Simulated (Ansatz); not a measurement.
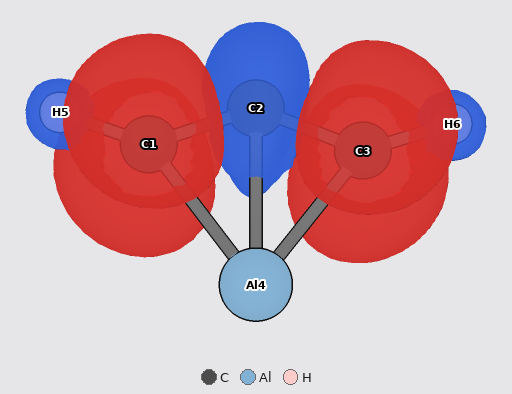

Figure 1: C3H2Al (doublet). Isosurfaces of the spin density (α minus β) at +0.015 (red) and −0.015 e/Å³ (blue), seen at a tilt.

Geometry: PBE0-D3(BJ)/def2-SVP.

The calculation used Ansatz, isolated molecule in a Gaussian basis; Kohn-Sham density functional theory, functional PBE0.

```xyz
6

C     0.0943    1.2451   -0.4400
C     0.5017   -0.0114   -0.3814
C     0.1618   -1.1110    0.2694
Al   -1.1835    0.3425    0.9541
H     0.3473    2.1642   -0.9572
H     0.4707   -2.1480    0.3412
```

Which atoms carry the spin?

The unpaired spin (1 electron) lies mostly on C1 (about 0.5) and C3 (about 0.5), in electrons by Hirshfeld's partition.
